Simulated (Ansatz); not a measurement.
**CH₄FNSSi: geometry optimisation**

Aim: relax CH₄FNSSi at this level.

Program: Ansatz 0.2.0. Level of theory: RKS B3LYP-D4/def2-SVPD. These are calculated values, not measurements.

1 further run of the same task is left out (set aside as unsound or not needed).

**1. Starting geometry**

SMILES `N[Si]1(F)CS1`, 9 atoms, charge 0, spin multiplicity 1.

Atoms are counted from 1 here; the program's logs count them from 0.

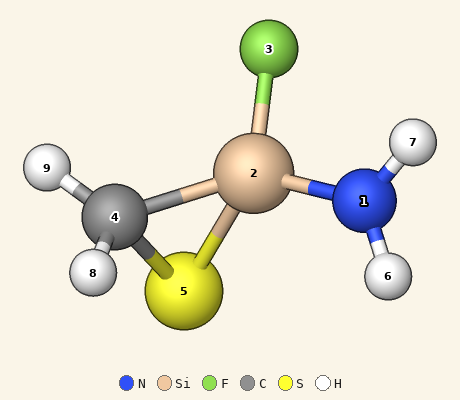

As it starts; nitrogen blue, silicon light orange, fluorine green, carbon grey, sulfur yellow, hydrogen white; atoms are numbered from 1 in the order of the file.

As a file:

```mol
CH4FNSSi
  3D, bonds by distance, orders not assigned

  9  9  0  0  0  0  0  0  0  0999 V2000
    0.3131    0.4257    1.6285 N   0  0
    0.3114   -0.3923    0.1285 Si  0  0
    1.7939   -1.1003    0.0150 F   0  0
   -0.4510    0.1276   -1.4620 C   0  0
   -1.4228   -1.3212   -0.5928 S   0  0
   -0.5395    0.7241    2.0954 H   0  0
    1.1689    0.6413    2.1362 H   0  0
   -1.0649    1.0398   -1.5403 H   0  0
   -0.0206   -0.1910   -2.4256 H   0  0
  1  2  8  0
  1  6  8  0
  1  7  8  0
  2  3  8  0
  2  4  8  0
  2  5  8  0
  4  5  8  0
  4  8  8  0
  4  9  8  0
M  END
```

**2. Relaxation**

Contents of input.yaml:

```yaml
crystal:
  periodic: [false, false, false]
  atoms:
    - { symbol: "N", position_ang: [0.313081, 0.42574, 1.628453] }
    - { symbol: Si, position_ang: [0.311386, -0.392303, 0.128479] }
    - { symbol: F, position_ang: [1.793933, -1.100281, 0.015014] }
    - { symbol: C, position_ang: [-0.450972, 0.127647, -1.461987] }
    - { symbol: S, position_ang: [-1.422831, -1.321235, -0.592807] }
    - { symbol: H, position_ang: [-0.539458, 0.724079, 2.095417] }
    - { symbol: H, position_ang: [1.168873, 0.641303, 2.136219] }
    - { symbol: H, position_ang: [-1.064901, 1.039779, -1.540282] }
    - { symbol: H, position_ang: [-0.020611, -0.191029, -2.425605] }
basis:
  gaussian: { orbitals: def2-SVPD }
hamiltonian:
  xc: { name: B3LYP }
  dispersion: d4
output:
  forces: true
relax:
  f_tol: 0.003
  max_steps: 120
```

Launch:

```console
> ansatz run input.yaml --threads 1 --pin off --max-ram 2560MiB --backend cpu --events-out ev --progress --plain --runs-dir out
```

Log, shortened:

```text
Warning: RAYON_NUM_THREADS=1 ignored (pool sized by the plan → 1); use --threads N
[...]
Functional definition: B3LYP
[...]
1297 factors; their error is unknown
[...]
mean field -24016.21218839 eV, -882.5795191500 hartree, gradient 2.5e-5 eV, S^2 0.000000; 0 other end points of the search recorded, 0 dependent functions left out
[...]
reference -24016.21246460 eV, -882.5795293007 hartree; 28, 28 occupied and 118, 118 virtual orbitals, 1297 factors
relax step   1: F+E_penalty+E_count = -24016.57729479 eV  Δ(F+E_penalty+E_count) = +0.000e0 eV  max|allowed force component| = 4.005e-1 eV/Å  Δτ_max = 0.0000 Å  (30 SCF iters, accepted)
[...]
relax step   3: F+E_penalty+E_count = -24016.58874165 eV  Δ(F+E_penalty+E_count) = -2.123e-3 eV  max|allowed force component| = 3.111e-2 eV/Å  Δτ_max = 0.0088 Å  (33 SCF iters, accepted)
[...]
relax step   5: F+E_penalty+E_count = -24016.58886452 eV  Δ(F+E_penalty+E_count) = -4.533e-5 eV  max|allowed force component| = 9.883e-3 eV/Å  Δτ_max = 0.0052 Å  (33 SCF iters, accepted)
[...]
relax step   7: F+E_penalty+E_count = -24016.58890310 eV  Δ(F+E_penalty+E_count) = -1.354e-5 eV  max|allowed force component| = 4.296e-3 eV/Å  Δτ_max = 0.0052 Å  (32 SCF iters, accepted)
[...]
relax step   8: F+E_penalty+E_count = -24016.58890405 eV  Δ(F+E_penalty+E_count) = -9.503e-7 eV  max|allowed force component| = 3.288e-3 eV/Å  Δτ_max = 0.0034 Å  (34 SCF iters, accepted)
[...]
relax step   9: F+E_penalty+E_count = -24016.58890661 eV  Δ(F+E_penalty+E_count) = -2.558e-6 eV  max|allowed force component| = 1.361e-3 eV/Å  Δτ_max = 0.0014 Å  (25 SCF iters, accepted)
1297 factors; their error is unknown
mean field -24016.22235535 eV, -882.5798927790 hartree, gradient 1.7e-5 eV, S^2 0.000000; 1 other end points of the search recorded, 0 dependent functions left out
[...]
reference -24016.22263103 eV, -882.5799029099 hartree; 28, 28 occupied and 118, 118 virtual orbitals, 1297 factors
Total energy: -24016.58918228 eV, -882.5933734200 hartree
Atom 0 at     0.312609     0.427869     1.615920 Å, force     0.000023    -0.000171    -0.000561 eV/Å
Atom 1 at     0.307318    -0.392559     0.128567 Å, force    -0.000040    -0.000312     0.001361 eV/Å
Atom 2 at     1.776646    -1.095550     0.018670 Å, force    -0.000054     0.000491    -0.000305 eV/Å
Atom 3 at    -0.446721     0.131715    -1.452712 Å, force    -0.000012     0.000115     0.000352 eV/Å
Atom 4 at    -1.408813    -1.337867    -0.595299 Å, force     0.000113     0.000087    -0.000504 eV/Å
Atom 5 at    -0.528341     0.749581     2.073745 Å, force    -0.000016     0.000063    -0.000028 eV/Å
Atom 6 at     1.162066     0.617249     2.130481 Å, force     0.000032    -0.000012     0.000093 eV/Å
Atom 7 at    -1.068410     1.028440    -1.525604 Å, force     0.000384     0.000091    -0.000080 eV/Å
Atom 8 at    -0.017854    -0.175179    -2.410866 Å, force    -0.000430    -0.000354    -0.000328 eV/Å
Dipole moment:     0.012143     0.517469     0.268201 e Å
```

It took 89 s on 1 thread of Arm Neoverse V2, shared host; peak memory 0.35 GiB.

Along the way:

```
step  energy from step 1 (eV)  largest force component (eV/Å)
   1                   0.0000                          0.4005
   2                  -0.0093                          0.2325
   3                  -0.0114                          0.0311
   4                  -0.0115                          0.0100
   5                  -0.0116                          0.0099
   6                  -0.0116                          0.0066
   7                  -0.0116                          0.0043
   8                  -0.0116                          0.0033
   9                  -0.0116                          0.0014
```

Close pairs (by a distance rule), those that changed most:

```
  bond  before (Å)  after (Å)  change (Å)
Si2–F3       1.647      1.633      -0.014
Si2–C4       1.839      1.829      -0.010
N1–Si2       1.709      1.699      -0.010
 C4–H9       1.102      1.094      -0.009
 C4–H8       1.102      1.094      -0.009
 N1–H7       1.018      1.011      -0.007
 N1–H6       1.017      1.010      -0.007
Si2–S5       2.095      2.089      -0.007
```

**3. What came out**

| quantity | value |
| --- | --- |
| energy gained | 0.0116 eV |
| root mean square move | 0.021 Å |
| dipole moment | 2.80 D |

**Reading.** Bond lengths: N1–Si2 1.699 Å, N1–H6 1.010 Å, N1–H7 1.011 Å, Si2–F3 1.633 Å, Si2–C4 1.829 Å, Si2–S5 2.089 Å, C4–S5 1.955 Å, C4–H8 1.094 Å, C4–H9 1.094 Å. Angles: Si2–N1–H6 123.2°, Si2–N1–H7 122.6°, H6–N1–H7 114.2°, N1–Si2–F3 105.3°, N1–Si2–C4 128.3°, N1–Si2–S5 121.6°, F3–Si2–C4 115.9°, F3–Si2–S5 121.4°, C4–Si2–S5 59.4°, Si2–C4–S5 66.9°, Si2–C4–H8 121.8°, Si2–C4–H9 121.0°, S5–C4–H8 111.5°, S5–C4–H9 111.5°, H8–C4–H9 113.2°, Si2–S5–C4 53.7°. No frequencies were computed here.
